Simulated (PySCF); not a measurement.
# USVWN5/STO-6G run of BNH3 (SMILES B[NH])

What is the vertical ionisation energy of BNH3 at USVWN5/STO-6G? Input form: a Python script.

Program for the calculation: PySCF 2.14.0.

9 further runs of the same task are left out: 9 set aside as unsound or not needed.

## 1. The structure to begin with

BNH3 has 5 atoms, charge 0, and is taken as a doublet. SMILES: `B[NH]`. The shape is that of a PBE0-D4/def2-TZVP optimisation.

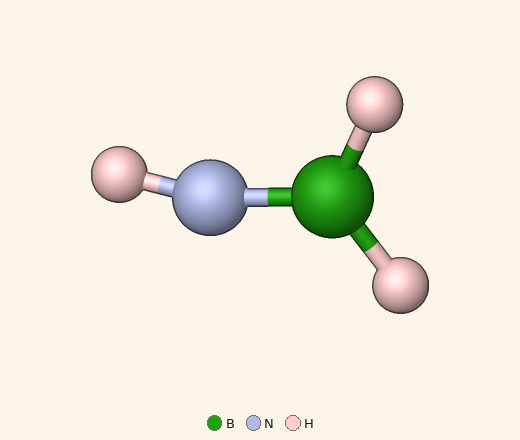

Viewed from a chosen angle; boron green, nitrogen light blue, hydrogen pink.

## 2. The energy at USVWN5/STO-6G

The input, input.xyz:

```xyz
5
BH3N
B     -0.310800    -0.370100    -0.091600
N      0.531200     0.655200    -0.019800
H     -0.414800    -1.107400     0.862500
H     -0.964100    -0.573100    -1.081900
H      1.208400     1.321700     0.289300
```

The input, input.py:

```python
# B[NH]
from pyscf import gto, dft

mol = gto.M(
    atom='input.xyz',
    spin=1,
    max_memory=1860,
    basis='sto-6g',
    verbose=4,
)

mf = dft.UKS(mol)
mf.xc = 'svwn'
mf.conv_tol = 1e-10
mf.grids.level = 5
mf.kernel()
if not mf.converged:
    mf = mf.newton().run(mf.mo_coeff, mf.mo_occ)

e_final = mf.e_tot
print('Final energy', e_final)
```

Launch:

```sh
OMP_NUM_THREADS=1 python input.py
```

The program printed:

```text
PySCF version 2.14.0

[INPUT] num. atoms = 5
[INPUT] num. electrons = 15
[INPUT] charge = 0
[INPUT] spin (= nelec alpha-beta = 2S) = 1
[INPUT] symmetry False subgroup None
[INPUT] Mole.unit = angstrom
[INPUT] Symbol           X                Y                Z      unit          X                Y                Z       unit  Magmom
[INPUT]  1 B     -0.310800000000  -0.370100000000  -0.091600000000 AA   -0.587326879515  -0.699387638702  -0.173098913010 Bohr   0.0
[INPUT]  2 N      0.531200000000   0.655200000000  -0.019800000000 AA    1.003822517369   1.238148556815  -0.037416577266 Bohr   0.0
[INPUT]  3 H     -0.414800000000  -1.107400000000   0.862500000000 AA   -0.783858396470  -2.092682710343   1.629888782437 Bohr   0.0
[INPUT]  4 H     -0.964100000000  -0.573100000000  -1.081900000000 AA   -1.821884956693  -1.083002041988  -2.044494694167 Bohr   0.0
[INPUT]  5 H      1.208400000000   1.321700000000   0.289300000000 AA    2.283545048924   2.497651018838   0.546697767837 Bohr   0.0

nuclear repulsion = 27.1481358193673
number of shells = 9
number of NR pGTOs = 78
number of NR cGTOs = 13
basis = sto-6g
ecp = {}

******** <class 'pyscf.dft.uks.UKS'> ********
method = UKS
initial guess = minao
damping factor = 0
level_shift factor = 0
DIIS = <class 'pyscf.scf.diis.CDIIS'>
diis_start_cycle = 1
diis_space = 8
diis_damp = 0
SCF conv_tol = 1e-10
SCF conv_tol_grad = None
SCF max_cycles = 50
direct_scf = True
direct_scf_tol = 1e-13
number electrons alpha = 8  beta = 7
XC library pyscf.dft.libxc version 7.0.0
    S. Lehtola, C. Steigemann, M. J.T. Oliveira, and M. A.L. Marques.,  SoftwareX 7, 1–5 (2018)
XC functionals = svwn
    P. A. M. Dirac.,  Math. Proc. Cambridge Philos. Soc. 26, 376 (1930)
    F. Bloch.,  Z. Phys. 57, 545 (1929)
    S. H. Vosko, L. Wilk, and M. Nusair.,  Can. J. Phys. 58, 1200 (1980)
radial grids:
    Treutler-Ahlrichs [JCP 102, 346 (1995); DOI:10.1063/1.469408] (M4) radial grids

becke partition: Becke, JCP 88, 2547 (1988); DOI:10.1063/1.454033
pruning grids: <function nwchem_prune>
grids dens level: 5
symmetrized grids: False
atomic radii adjust function: <function treutler_atomic_radii_adjust>
small_rho_cutoff = 0
Set gradient conv threshold to 1e-05
tot grids = 155896
init E= -80.3398250619744
[... the frontier-level lines of each cycle are left out ...]

cycle= 1 E= -80.2910334668083  delta_E= 0.0488  |g|= 0.195  |ddm|= 1.93
cycle= 2 E= -80.1959263360753  delta_E= 0.0951  |g|= 0.433  |ddm|= 0.689
cycle= 3 E= -80.3149891028005  delta_E= -0.119  |g|= 0.0542  |ddm|= 0.535
cycle= 4 E= -80.3173340154005  delta_E= -0.00234  |g|= 0.0106  |ddm|= 0.093
cycle= 5 E= -80.3174140872283  delta_E= -8.01e-05  |g|= 0.00348  |ddm|= 0.0165
cycle= 6 E= -80.3174258221008  delta_E= -1.17e-05  |g|= 0.000613  |ddm|= 0.00682
cycle= 7 E= -80.317426443261  delta_E= -6.21e-07  |g|= 0.000107  |ddm|= 0.002
cycle= 8 E= -80.3174264530034  delta_E= -9.74e-09  |g|= 1.28e-05  |ddm|= 0.000193
cycle= 9 E= -80.3174264531767  delta_E= -1.73e-10  |g|= 3.15e-06  |ddm|= 3.31e-05
cycle= 10 E= -80.317426453186  delta_E= -9.35e-12  |g|= 6.52e-07  |ddm|= 6.8e-06
Extra cycle  E= -80.3174264531864  delta_E= -3.41e-13  |g|= 4.66e-07  |ddm|= 2.35e-06
converged SCF energy = -80.3174264531864  <S^2> = 0.75556758  2S+1 = 2.0055599
Final energy -80.31742645318639
```

Run time: 2.4 s. Hardware: 1 thread of AMD EPYC 9R14 (Zen 4), shared host; peak memory 0.14 GiB.

## 3. The singlet cation, same level

The input, job.py:

```python
from pyscf import gto, dft

mol = gto.Mole()
mol.atom = [
    ('B', (-0.310800, -0.370100, -0.091600)),
    ('N', (0.531200, 0.655200, -0.019800)),
    ('H', (-0.414800, -1.107400, 0.862500)),
    ('H', (-0.964100, -0.573100, -1.081900)),
    ('H', (1.208400, 1.321700, 0.289300)),
]
mol.max_memory = 1860
mol.charge = 1
mol.basis = 'sto-6g'
mol.verbose = 4
mol.build()

calc0 = dft.RKS(mol)
calc0.xc = 'svwn'
calc0.grids.level = 5
calc0.conv_tol = 1e-10
calc0.kernel()
if not calc0.converged:
    calc0 = calc0.newton().run(calc0.mo_coeff, calc0.mo_occ)

etot = calc0.e_tot
print('E(%s) = %.9f' % ('SVWN5', etot))
```

Launch:

```sh
OMP_NUM_THREADS=1 python job.py
```

The program printed:

```text
PySCF version 2.14.0

[INPUT] num. atoms = 5
[INPUT] num. electrons = 14
[INPUT] charge = 1
[INPUT] spin (= nelec alpha-beta = 2S) = 0
[INPUT] symmetry False subgroup None
[INPUT] Mole.unit = angstrom
[INPUT] Symbol           X                Y                Z      unit          X                Y                Z       unit  Magmom
[INPUT]  1 B     -0.310800000000  -0.370100000000  -0.091600000000 AA   -0.587326879515  -0.699387638702  -0.173098913010 Bohr   0.0
[INPUT]  2 N      0.531200000000   0.655200000000  -0.019800000000 AA    1.003822517369   1.238148556815  -0.037416577266 Bohr   0.0
[INPUT]  3 H     -0.414800000000  -1.107400000000   0.862500000000 AA   -0.783858396470  -2.092682710343   1.629888782437 Bohr   0.0
[INPUT]  4 H     -0.964100000000  -0.573100000000  -1.081900000000 AA   -1.821884956693  -1.083002041988  -2.044494694167 Bohr   0.0
[INPUT]  5 H      1.208400000000   1.321700000000   0.289300000000 AA    2.283545048924   2.497651018838   0.546697767837 Bohr   0.0

nuclear repulsion = 27.1481358193673
number of shells = 9
number of NR pGTOs = 78
number of NR cGTOs = 13
basis = sto-6g
ecp = {}

******** <class 'pyscf.dft.rks.RKS'> ********
method = RKS
initial guess = minao
damping factor = 0
level_shift factor = 0
DIIS = <class 'pyscf.scf.diis.CDIIS'>
diis_start_cycle = 1
diis_space = 8
diis_damp = 0
SCF conv_tol = 1e-10
SCF conv_tol_grad = None
SCF max_cycles = 50
direct_scf = True
direct_scf_tol = 1e-13
XC library pyscf.dft.libxc version 7.0.0
    S. Lehtola, C. Steigemann, M. J.T. Oliveira, and M. A.L. Marques.,  SoftwareX 7, 1–5 (2018)
XC functionals = svwn
    P. A. M. Dirac.,  Math. Proc. Cambridge Philos. Soc. 26, 376 (1930)
    F. Bloch.,  Z. Phys. 57, 545 (1929)
    S. H. Vosko, L. Wilk, and M. Nusair.,  Can. J. Phys. 58, 1200 (1980)
radial grids:
    Treutler-Ahlrichs [JCP 102, 346 (1995); DOI:10.1063/1.469408] (M4) radial grids

becke partition: Becke, JCP 88, 2547 (1988); DOI:10.1063/1.454033
pruning grids: <function nwchem_prune>
grids dens level: 5
symmetrized grids: False
atomic radii adjust function: <function treutler_atomic_radii_adjust>
small_rho_cutoff = 0
Set gradient conv threshold to 1e-05
Initial guess from minao.
tot grids = 155896
init E= -80.3398250619744
  HOMO = -0.287364127636675  LUMO = -0.199835710035767  gap/eV = 2.38177
cycle= 1 E= -79.9844356691937  delta_E= 0.355  |g|= 0.123  |ddm|= 2.67
  HOMO = -0.599497961920809  LUMO = -0.522430123788462  gap/eV = 2.09712
cycle= 2 E= -79.8604347092354  delta_E= 0.124  |g|= 0.603  |ddm|= 0.767
  HOMO = -0.563548355202938  LUMO = -0.506323218535086  gap/eV = 1.55718
cycle= 3 E= -79.9902429767123  delta_E= -0.13  |g|= 0.0244  |ddm|= 0.601
  HOMO = -0.56009399964205  LUMO = -0.50532662602876  gap/eV = 1.49030
cycle= 4 E= -79.9905424477485  delta_E= -0.000299  |g|= 0.00864  |ddm|= 0.0624
  HOMO = -0.561013084685951  LUMO = -0.505980128394891  gap/eV = 1.49752
cycle= 5 E= -79.9905853281642  delta_E= -4.29e-05  |g|= 0.00345  |ddm|= 0.0212
  HOMO = -0.561200347110761  LUMO = -0.506060679145585  gap/eV = 1.50043
cycle= 6 E= -79.9905922676841  delta_E= -6.94e-06  |g|= 0.000436  |ddm|= 0.0061
  HOMO = -0.561172142564119  LUMO = -0.506034321466921  gap/eV = 1.50038
cycle= 7 E= -79.9905923418885  delta_E= -7.42e-08  |g|= 3.57e-05  |ddm|= 0.000568
  HOMO = -0.561175424289752  LUMO = -0.506040618314323  gap/eV = 1.50029
cycle= 8 E= -79.9905923425284  delta_E= -6.4e-10  |g|= 2.78e-06  |ddm|= 5.64e-05
  HOMO = -0.561175586896501  LUMO = -0.506040782304333  gap/eV = 1.50029
cycle= 9 E= -79.9905923425322  delta_E= -3.78e-12  |g|= 5.6e-07  |ddm|= 4.33e-06
  HOMO = -0.561175722056679  LUMO = -0.506040905761721  gap/eV = 1.50029
Extra cycle  E= -79.9905923425305  delta_E= 1.68e-12  |g|= 2.38e-06  |ddm|= 3.01e-06
converged SCF energy = -79.9905923425305
E(SVWN5) = -79.990592343
```

Run time: 1.6 s. Hardware: 1 thread of AMD EPYC 9R14 (Zen 4), shared host; peak memory 0.13 GiB.

## 4. Summary of results

At USVWN5/STO-6G:

| quantity | value |
| --- | --- |
| doublet BNH3: total energy | -80.31743 Eh |
| doublet BNH3: dipole moment | 1.69 D |
| doublet BNH3: HOMO energy (highest over α and β) | -3.92 eV |
| doublet BNH3: LUMO energy (lowest over α and β) | -2.05 eV |
| doublet BNH3: ⟨S²⟩ | 0.756 |
| singlet cation: total energy | -79.99059 Eh |
| singlet cation: HOMO energy | -15.27 eV |
| singlet cation: LUMO energy | -13.77 eV |
| singlet cation: HOMO–LUMO gap | 1.50 eV |
| vertical ionisation energy (to the singlet cation) | 8.894 eV |

What this shows: The vertical ionisation energy comes to 8.89 eV (858 kJ/mol). Only the singlet of the ionised species was computed; a triplet could lie lower. In a minimal basis such a difference can be off by several eV, whatever the method. Mulliken charges (doublet BNH3) run from -0.31 on N2 to +0.25 on H5; they depend strongly on the basis. Mulliken charges (singlet cation) run from -0.09 on N2 to +0.40 on H5; they depend strongly on the basis.
